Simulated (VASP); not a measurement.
Here is the system:

```
ZnP2Si
1.0
   -2.68522     2.68522     5.22759
    2.68522    -2.68522     5.22759
    2.68522     2.68522    -5.22759
Zn Si P
2 2 4
Cartesian
  0.00000   5.37043   0.00000
  0.00000   2.68522   2.61380
  2.68522   2.68522   0.00000
  2.68522   0.00000   2.61380
  1.25126   1.34261   6.53449
  1.34261  -1.25126   3.92070
  1.43396   1.34261   1.30690
  1.34261   3.93647  -1.30690
```

Method: r2SCAN meta-GGA, VASP's PBE PAW potentials (set 64) (plane waves; VASP). Numerical set-up: 400 eV cut-off, 7×7×7 Γ-centred mesh, tetrahedra with Blöchl corrections, potentials Zn Si P.

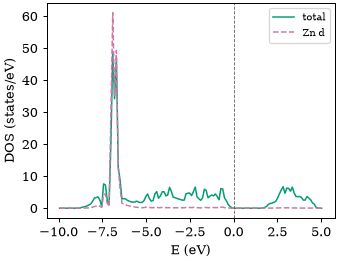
Total and projected density of states, zero at the valence-band maximum

Within 2 eV below the valence-band maximum the largest weight inside VASP's projection spheres is P p, then Zn p.

The gap is direct, 1.56 eV, from the valence maximum at Γ to the conduction minimum at Γ.

The compound is ZnSiP2 in the chalcopyrite structure. It was relaxed first.
